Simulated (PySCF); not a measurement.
# C9H8: excited states, first hyperpolarisability

Wanted: excited states, first hyperpolarisability for C9H8 (`C#CC1=C[C@H]2C=C[C@@H]1C2`).

Programs: PySCF 2.14.0, with routines of our own; each step states its level. All values are computed. Atoms count from 0.

## 1. The system as given

17 atoms, charge 0, multiplicity 1; geometry from: GFN2-xTB.

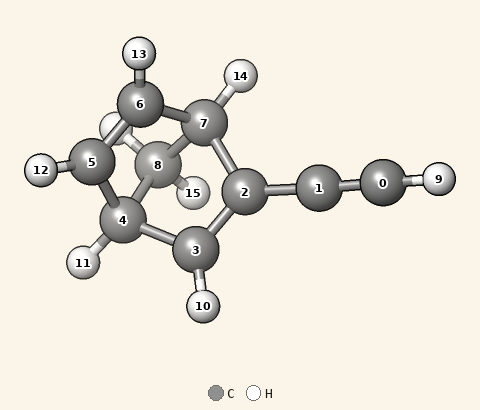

The starting geometry (carbon grey, hydrogen white).

## 2. Optimising the geometry at PBE0-D3(BJ)/def2-SVP

Job settings and geometry (Å):

```
{"job": {"xc": "PBE0", "basis": "def2-SVP", "d3": "d3bj", "grid": 2, "kind": "geom"}, "charge": 0, "multiplicity": 1}
C      3.320472     0.378409     1.060640
C      2.237678     0.216944     0.563286
C      0.959294     0.072250     0.015408
C      0.541365    -0.669740    -1.014501
C     -0.958452    -0.467906    -1.130077
C     -1.545059    -1.080525     0.134712
C     -1.138124    -0.339432     1.154759
C     -0.278115     0.775176     0.585601
C     -1.032590     1.018332    -0.732259
H      4.273422     0.501392     1.480807
H      1.113910    -1.329824    -1.637612
H     -1.412699    -0.772025    -2.068973
H     -2.134834    -1.977198     0.142119
H     -1.313674    -0.477877     2.204396
H     -0.083680     1.622774     1.236702
H     -0.504250     1.678809    -1.420123
H     -2.051664     1.376583    -0.584794
```

Launch:

```console
$ OMP_NUM_THREADS=1 python excited_run.py task.json out
```

This one command runs all jobs of the session in turn.

Log:

```text
step   0  E = -346.98126655  max force = 0.019117
step   1  E = -346.98448840  max force = 0.003369
step   2  E = -346.98451814  max force = 0.000360
step   3  E = -346.98451958  max force = 0.000188
optimisation converged
```

Wall time 42 s (1 thread of Intel Xeon 6975P-C, shared host); peak memory 0.78 GiB.

Along the way:

```
step  energy from step 0 (eV)  largest force component (eV/Å)
   0                   0.0000                          0.9830
   1                  -0.0877                          0.1732
   2                  -0.0885                          0.0185
   3                  -0.0885                          0.0097
```

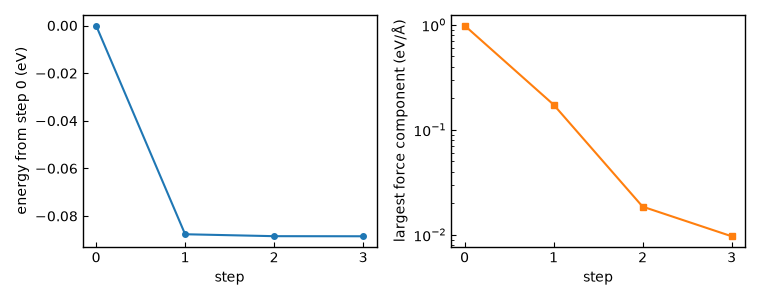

Energy and force, step by step.

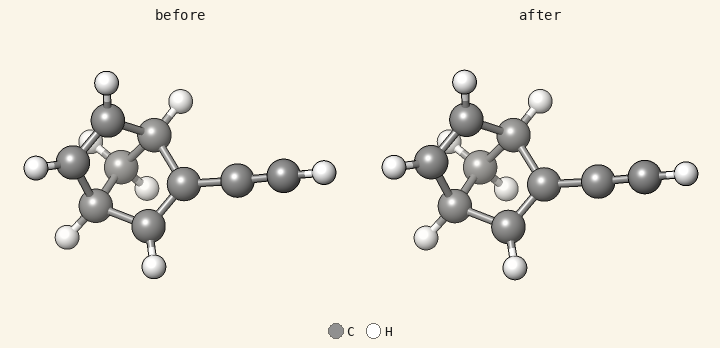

The geometry before (left) and after (right).

Close pairs (by a distance rule), those that changed most:

| bond | before (Å) | after (Å) | change (Å) |
| --- | --- | --- | --- |
| C0–H9 | 1.049 | 1.074 | +0.025 |
| C5–H12 | 1.073 | 1.091 | +0.017 |
| C6–H13 | 1.073 | 1.090 | +0.017 |
| C3–H10 | 1.073 | 1.090 | +0.017 |
| C1–C2 | 1.398 | 1.413 | +0.015 |
| C2–C7 | 1.533 | 1.547 | +0.014 |
| C0–C1 | 1.202 | 1.215 | +0.013 |
| C4–C5 | 1.523 | 1.535 | +0.012 |

The end geometry stands in the next job.

```
                         at the end point                value
  point group (found at 0.08 Å tolerance)                   C1
rotational constants (GHz, main isotopes)  3.859, 1.310, 1.235
                        dipole moment (D)                 0.75
```

## 3. Excited states: TDA CAM-B3LYP/def2-TZVP

Job settings and geometry (Å):

```
{"job": {"kind": "states", "xc": "CAM-B3LYP", "basis": "def2-TZVP", "tda": true, "soc": true, "nstates": 6, "ntriplets": 5, "nquad": 4}, "charge": 0, "multiplicity": 1}
C      3.276868     0.498472     1.325021
C      2.179542     0.348945     0.824120
C      0.882691     0.214746     0.279334
C      0.461127    -0.536952    -0.756240
C     -1.053536    -0.356839    -0.855609
C     -1.664437    -0.965181     0.414499
C     -1.257339    -0.214082     1.442447
C     -0.377166     0.896058     0.863357
C     -1.134815     1.137504    -0.461102
H      4.252816     0.619380     1.756546
H      1.064523    -1.201115    -1.374642
H     -1.509347    -0.664044    -1.805210
H     -2.258069    -1.879547     0.442546
H     -1.442702    -0.370867     2.505372
H     -0.177042     1.755163     1.514491
H     -0.596400     1.800412    -1.155071
H     -2.166531     1.488561    -0.310318
```

With the program's defaults for keys left out, this is: TDA CAM-B3LYP/def2-TZVP excited states, vertical, gas phase, spin-orbit mean-field couplings.

Log:

```text
coarse grid: 14736 points
cycle   1  E = -347.5180760517  dE =  1.786e+00  |g| = 3.740e-01  |ddm| = 5.131e+00
cycle   2  E = -347.5428027067  dE = -2.473e-02  |g| = 2.455e-01  |ddm| = 7.793e-01
cycle   3  E = -347.5572236389  dE = -1.442e-02  |g| = 5.123e-02  |ddm| = 3.520e-01
cycle   4  E = -347.5577834600  dE = -5.598e-04  |g| = 2.243e-02  |ddm| = 8.491e-02
cycle   5  E = -347.5578988665  dE = -1.154e-04  |g| = 7.545e-03  |ddm| = 2.838e-02
cycle   6  E = -347.5579103501  dE = -1.148e-05  |g| = 3.146e-03  |ddm| = 8.570e-03
cycle   7  E = -347.5579128243  dE = -2.474e-06  |g| = 5.707e-04  |ddm| = 3.479e-03
final grid: 143848 points
cycle   8  E = -347.5502638260  dE = -5.082e-05  |g| = 3.710e-03  |ddm| = 1.146e-01
cycle   9  E = -347.5502643501  dE = -5.241e-07  |g| = 3.464e-03  |ddm| = 1.239e-02
cycle  10  E = -347.5502671191  dE = -2.769e-06  |g| = 5.062e-04  |ddm| = 3.374e-03
cycle  11  E = -347.5502671614  dE = -4.236e-08  |g| = 2.961e-04  |ddm| = 9.904e-04
cycle  12  E = -347.5502671813  dE = -1.988e-08  |g| = 9.762e-05  |ddm| = 3.835e-04
cycle  13  E = -347.5502671835  dE = -2.174e-09  |g| = 2.263e-05  |ddm| = 1.124e-04
cycle  14  E = -347.5502671836  dE = -1.318e-10  |g| = 9.018e-06  |ddm| = 3.747e-05
converged SCF energy = -347.5502671836

Singlet excitations
state   eV       nm        f     d(h-e)  d(exc)  Lambda  PR(NTO)  |dmu|/D   mu/D   main configurations
  1   4.8178   257.3   0.05701   0.364   3.107   0.765   1.093    1.124    1.726   H->L 0.77, H-1->L 0.15
  2   5.2140   237.8   0.06038   0.719   2.979   0.639   1.174    2.047    1.248   H-1->L 0.53, H-2->L 0.21, H->L 0.12
  3   5.8000   213.8   0.00100   0.493   3.031   0.555   1.854    1.734    2.577   H->L+2 0.35, H->L+1 0.22, H-2->L 0.20
  4   5.9698   207.7   0.04907   0.574   2.958   0.535   1.931    1.923    2.665   H-2->L 0.45, H->L+2 0.20, H-1->L 0.13
  5   6.2281   199.1   0.04435   0.888   3.017   0.633   1.749                     H->L+1 0.39, H->L+2 0.26, H-2->L+2 0.11
  6   7.1001   174.6   0.00102   0.408   3.265   0.583   2.894                     H-1->L+1 0.32, H-3->L 0.23, H->L+3 0.22

Triplet excitations (Tamm-Dancoff)
state   eV     d(h-e)  d(exc)  Lambda  PR(NTO)   main configurations
  1   2.9292   0.057   2.655   0.782   1.090   H->L 0.88
  2   3.7858   0.055   2.284   0.662   1.249   H-1->L 0.37, H->L+1 0.27, H-1->L+1 0.19
  3   4.8824   0.552   2.804   0.587   1.433   H-2->L 0.36, H-1->L 0.32, H->L+1 0.10
  4   5.3367   0.144   2.177   0.643   2.521   H-2->L+2 0.28, H-3->L 0.26, H-1->L+2 0.14
  5   5.6151   0.542   2.690   0.528   1.324   H->L+2 0.51, H-1->L+2 0.13, H-1->L+1 0.12
S1 - T1 = 1.8886 eV

Spin-orbit couplings |<S|Hso|T>| (cm-1)
             T1       T2       T3       T4       T5
S0        1.301    2.944    5.256    1.290    4.787
S1        3.278    2.046    9.447    1.113    1.708
S2        8.102    1.544    7.097    1.083    5.977
S3        6.076    2.580    0.300    3.021    1.487
S4        3.981    4.273    7.612    0.369    1.463
S5        2.276    3.282   11.756    0.727    8.474
S6        0.998    0.631    4.581    0.660    3.234
T1 sublevels (cm-1): 0.000 0.000 0.001   radiative rates (1/s): 0.168 0.00296 0.236
```

Run time: 82 s. Hardware: 1 thread of Intel Xeon 6975P-C, shared host; peak memory 1.5 GiB.

Key values:

```csv
quantity,value
S1 less T1,1.89 eV
```

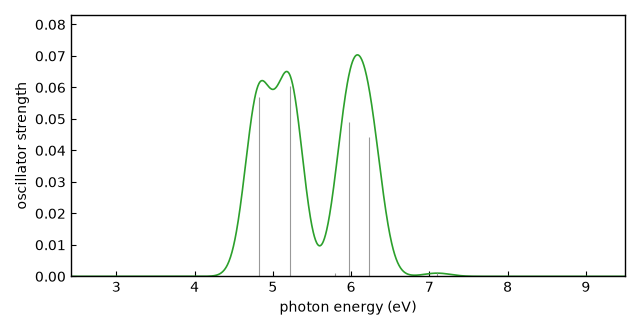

Absorption lines of the singlets. Lines are broadened to a width of 0.40 eV (Gaussian).

## 4. Excited states: TDDFT CAM-B3LYP/aug-cc-pVDZ

Settings changed since step 3:

```diff
@@ -1,2 +1,2 @@
-{"job": {"kind": "states", "xc": "CAM-B3LYP", "basis": "def2-TZVP", "tda": true, "soc": true, "nstates": 6, "ntriplets": 5, "nquad": 4}, "charge": 0, "multiplicity": 1}
+{"job": {"kind": "states", "xc": "CAM-B3LYP", "basis": "aug-cc-pVDZ", "tpa": true, "nstates": 8, "nquad": 6, "ntriplets": 0}, "charge": 0, "multiplicity": 1}
 C      3.276868     0.498472     1.325021
```

Method: TDDFT CAM-B3LYP/aug-cc-pVDZ excited states, vertical, gas phase, two-photon moments by quadratic response.

Log:

```text
coarse grid: 14736 points
cycle   1  E = -347.3922729981  dE =  1.842e+00  |g| = 3.257e-01  |ddm| = 4.331e+01
cycle   2  E = -347.4155103419  dE = -2.324e-02  |g| = 2.066e-01  |ddm| = 3.506e+00
cycle   3  E = -347.4264621234  dE = -1.095e-02  |g| = 4.742e-02  |ddm| = 1.328e+00
cycle   4  E = -347.4269617756  dE = -4.997e-04  |g| = 2.195e-02  |ddm| = 3.946e-01
cycle   5  E = -347.4270789677  dE = -1.172e-04  |g| = 7.469e-03  |ddm| = 1.195e-01
cycle   6  E = -347.4270912873  dE = -1.232e-05  |g| = 2.582e-03  |ddm| = 4.121e-02
cycle   7  E = -347.4270931123  dE = -1.825e-06  |g| = 5.114e-04  |ddm| = 1.986e-02
final grid: 143848 points
cycle   8  E = -347.4579758783  dE = -2.471e-05  |g| = 3.166e-03  |ddm| = 4.442e-01
cycle   9  E = -347.4579762349  dE = -3.567e-07  |g| = 3.171e-03  |ddm| = 4.827e-02
cycle  10  E = -347.4579787246  dE = -2.490e-06  |g| = 3.193e-04  |ddm| = 1.555e-02
cycle  11  E = -347.4579787458  dE = -2.127e-08  |g| = 1.796e-04  |ddm| = 3.448e-03
cycle  12  E = -347.4579787539  dE = -8.075e-09  |g| = 6.553e-05  |ddm| = 1.123e-03
cycle  13  E = -347.4579787550  dE = -1.124e-09  |g| = 1.276e-05  |ddm| = 3.282e-04
cycle  14  E = -347.4579787551  dE = -5.991e-11  |g| = 3.775e-06  |ddm| = 9.145e-05
converged SCF energy = -347.4579787551

Singlet excitations
state   eV       nm        f     d(h-e)  d(exc)  Lambda  PR(NTO)  |dmu|/D   mu/D   delta(TPA)   sigma/GM   main configurations
  1   4.5972   269.7   0.06659   0.248   3.144   0.735   1.136    0.877    1.436        4.16      0.032   H->L 0.89
  2   5.1132   242.5   0.04259   0.578   3.062   0.577   1.106    1.491    0.942       10.98      0.105   H-1->L 0.66, H-2->L 0.18
  3   5.6956   217.7   0.00285   0.366   3.809   0.336   1.483    1.331    2.156       27.93      0.332   H->L+1 0.31, H->L+10 0.21, H-2->L 0.09
  4   5.7233   216.6   0.00200   0.551   4.238   0.275   1.259    2.775    2.615      125.74      1.509   H->L+1 0.51, H->L+10 0.10, H->L+5 0.09
  5   5.8495   212.0   0.08288   0.444   3.047   0.476   1.807    1.433    2.142       17.59      0.221   H-2->L 0.53, H-1->L 0.15
  6   6.0374   205.4   0.04435   0.625   3.622   0.342   1.430    2.053    1.907       34.72      0.464   H->L+10 0.32, H->L+3 0.11, H->L+5 0.10
  7   6.1729   200.9   0.01124   0.442   4.878   0.211   1.519                                            H->L+2 0.42, H->L+3 0.20, H-1->L+1 0.16
  8   6.3111   196.5   0.00919   1.014   5.035   0.236   1.256                                            H->L+3 0.34, H->L+2 0.33
```

Run time: 69 s. Hardware: 1 thread of Intel Xeon 6975P-C, shared host; peak memory 1.2 GiB.

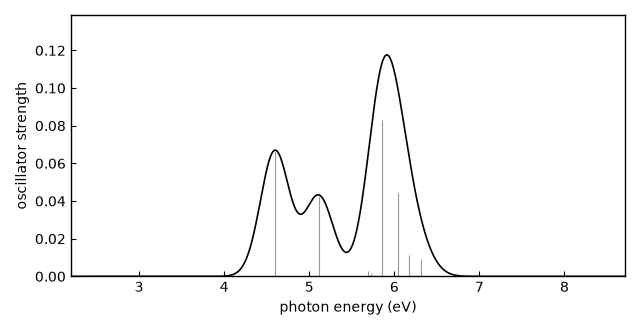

Absorption lines of the singlets. Lines are broadened to a width of 0.40 eV (Gaussian).

## 5. First hyperpolarisability: quadratic response CAM-B3LYP/aug-cc-pVDZ

Settings changed since step 4:

```diff
@@ -1,2 +1,2 @@
-{"job": {"kind": "states", "xc": "CAM-B3LYP", "basis": "aug-cc-pVDZ", "tpa": true, "nstates": 8, "nquad": 6, "ntriplets": 0}, "charge": 0, "multiplicity": 1}
+{"job": {"kind": "beta", "xc": "CAM-B3LYP", "basis": "aug-cc-pVDZ"}, "charge": 0, "multiplicity": 1}
 C      3.276868     0.498472     1.325021
```

With the program's defaults for keys left out, this is: quadratic response CAM-B3LYP/aug-cc-pVDZ first hyperpolarisability, Taylor convention, gas phase.

Log:

```text
coarse grid: 14736 points
cycle   1  E = -347.3922729981  dE =  1.842e+00  |g| = 3.257e-01  |ddm| = 4.331e+01
cycle   2  E = -347.4155103419  dE = -2.324e-02  |g| = 2.066e-01  |ddm| = 3.506e+00
cycle   3  E = -347.4264621234  dE = -1.095e-02  |g| = 4.742e-02  |ddm| = 1.328e+00
cycle   4  E = -347.4269617756  dE = -4.997e-04  |g| = 2.195e-02  |ddm| = 3.946e-01
cycle   5  E = -347.4270789677  dE = -1.172e-04  |g| = 7.469e-03  |ddm| = 1.195e-01
cycle   6  E = -347.4270912873  dE = -1.232e-05  |g| = 2.582e-03  |ddm| = 4.121e-02
cycle   7  E = -347.4270931123  dE = -1.825e-06  |g| = 5.114e-04  |ddm| = 1.986e-02
final grid: 143848 points
cycle   8  E = -347.4579758783  dE = -2.471e-05  |g| = 3.166e-03  |ddm| = 4.442e-01
cycle   9  E = -347.4579762349  dE = -3.567e-07  |g| = 3.171e-03  |ddm| = 4.827e-02
cycle  10  E = -347.4579787246  dE = -2.490e-06  |g| = 3.193e-04  |ddm| = 1.555e-02
cycle  11  E = -347.4579787458  dE = -2.127e-08  |g| = 1.796e-04  |ddm| = 3.448e-03
cycle  12  E = -347.4579787539  dE = -8.075e-09  |g| = 6.553e-05  |ddm| = 1.123e-03
cycle  13  E = -347.4579787550  dE = -1.124e-09  |g| = 1.276e-05  |ddm| = 3.282e-04
cycle  14  E = -347.4579787551  dE = -5.991e-11  |g| = 3.775e-06  |ddm| = 9.145e-05
converged SCF energy = -347.4579787551

Lowest singlets (eV, f): 4.5972 0.0666  5.1132 0.0426  5.6956 0.0029

First hyperpolarisability (au)
process     nm      |vector|   parallel      HRS      DR
static         -      191.48     112.61      81.84   4.524
shg       1907.0      202.68     119.23       86.6    4.55
eope      1907.0      195.11     114.75          -       -
shg       1064.0      231.24     136.12      98.84   4.609
eope      1064.0      203.51     119.72          -       -
```

It took 51 s on 1 thread of Intel Xeon 6975P-C, shared host; peak memory 1.2 GiB.

## 6. What came out

| quantity | value |
| --- | --- |
| point group | C1 |
| rotational constants (main isotopes) | 3.86, 1.31, 1.23 GHz |
| S1 less T1 (step 3, TDA CAM-B3LYP/def2-TZVP) | 1.89 eV |
| β vector (step 5, quadratic response CAM-B3LYP/aug-cc-pVDZ) | static 191, SHG 1907.0 nm 203, SHG 1064.0 nm 231 au |

Relaxing lowered the energy by 0.089 eV in 3 steps; the close pair that moved most is C0–H9, from 1.049 to 1.074 Å. In step 3, the number of triplets below S1 is 2, and the largest singlet-triplet spin-orbit coupling is S5–T3, 11.76 cm⁻¹. β grows from 191 au (static) to 231 au for doubling at 1064.0 nm: normal dispersion, which grows as twice the photon energy moves toward the bright states.
